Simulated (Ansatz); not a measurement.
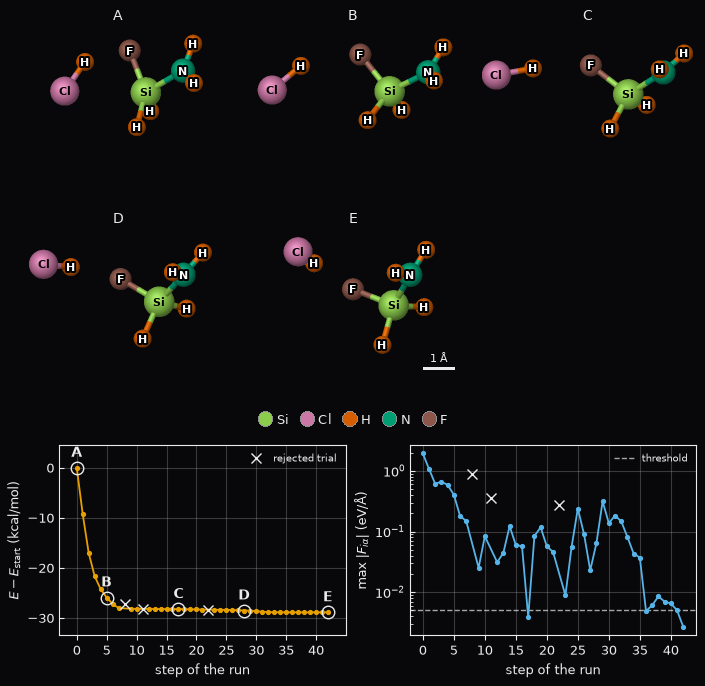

Frames of a relaxation of SiNH5ClF (started from a transition state, displaced along its imaginary mode), marked on the history of the run. Style: ball-and-stick. Shown at a tilt.

The calculation used RKS PBE0-D4/def2-TZVP (Ansatz).

The input:
```yaml
crystal:
  periodic: [false, false, false]
  atoms:
    - {symbol: Si, position_ang: [-0.410548, -0.186559, 0.089190]}
    - {symbol: Cl, position_ang: [1.450717, -2.022531, 0.774130]}
    - {symbol: H, position_ang: [-0.548355, -1.248429, -1.006967]}
    - {symbol: H, position_ang: [-1.454767, -0.501594, 1.075498]}
    - {symbol: N, position_ang: [-0.381268, 1.172997, -0.914363]}
    - {symbol: H, position_ang: [1.424583, -0.844136, 1.269800]}
    - {symbol: F, position_ang: [0.576312, 0.465099, 1.171593]}
    - {symbol: H, position_ang: [-0.128686, 2.058931, -0.558977]}
    - {symbol: H, position_ang: [-0.527988, 1.106223, -1.899903]}
basis:
  gaussian: {orbitals: def2-TZVP}
hamiltonian: {xc: pbe0, dispersion: d4}
relax: {f_tol: 0.005, max_steps: 200}
```

Run as
```bash
ansatz run in.yaml --threads 4 --pin off --events-out ev --progress --plain --max-ram 9574MiB
```

What happens along the run?

Answer. The largest move after the best rigid fit is that of Cl2, 1.78 Å. By element the largest moves are Cl 1.78 Å, F 1.34 Å, H 1.32 Å, Si 0.64 Å, N 0.26 Å. Near-neighbour distances that change, for instance: Si1–Cl2 2.703 → 3.992 Å, Si1–H3 1.532 → 1.477 Å, N5–H8 0.987 → 1.007 Å, Si1–F7 1.603 → 1.621 Å. Bond angles that change, for instance: H3–Si1–F7 145.1° → 104.8°, N5–Si1–F7 93.6° → 113.5°, H4–Si1–N5 125.7° → 109.0°. The energy falls by 28.9 kcal/mol in 39 accepted moves (42 points after the start). The largest force component goes from 1.9 to 0.0027 eV/Å. The line search rejected the trial steps at points 8, 11, 22 of the run. The forces were under the threshold at step 17, but the run went on from there. Cost: 71 s on 4 threads of Arm Neoverse V2, on a shared host. From step 0 to 5: Cl2 moves most (0.92 Å), energy −25.9 kcal/mol. From step 5 to 17: Cl2 moves most (0.60 Å), energy −2.33 kcal/mol. From step 17 to 28: Cl2 moves most (0.93 Å), energy −0.28 kcal/mol. From step 28 to 42: Cl2 moves most (0.74 Å), energy −0.36 kcal/mol.

| step | E − E(0), kcal/mol | largest force component, eV/Å | note |
| --- | --- | --- | --- |
| 0 | 0.00 | 1.9402 |  |
| 1 | -9.28 | 1.0739 |  |
| 2 | -17.02 | 0.6116 |  |
| 3 | -21.66 | 0.6634 |  |
| 4 | -24.23 | 0.5858 |  |
| 5 | -25.89 | 0.4049 |  |
| 6 | -27.16 | 0.1818 |  |
| 7 | -27.99 | 0.1483 |  |
| 8 | -27.24 | 0.8807 | rejected |
| 9 | -28.14 | 0.0252 |  |
| 10 | -28.15 | 0.0835 |  |
| 12 | -28.17 | 0.0311 |  |
| 13 | -28.19 | 0.0448 |  |
| 15 | -28.21 | 0.0600 |  |
| 17 | -28.22 | 0.0039 |  |
| 18 | -28.24 | 0.0841 |  |
| 20 | -28.27 | 0.0569 |  |
| 22 | -28.30 | 0.2754 | rejected |
| 23 | -28.33 | 0.0089 |  |
| 25 | -28.36 | 0.2392 |  |
| 27 | -28.42 | 0.0229 |  |
| 29 | -28.52 | 0.3141 |  |
| 30 | -28.63 | 0.1371 |  |
| 32 | -28.80 | 0.1471 |  |
| 34 | -28.85 | 0.0433 |  |
| 35 | -28.85 | 0.0372 |  |
| 37 | -28.85 | 0.0061 |  |
| 39 | -28.85 | 0.0070 |  |
| 40 | -28.85 | 0.0065 |  |
| 42 | -28.85 | 0.0027 |  |
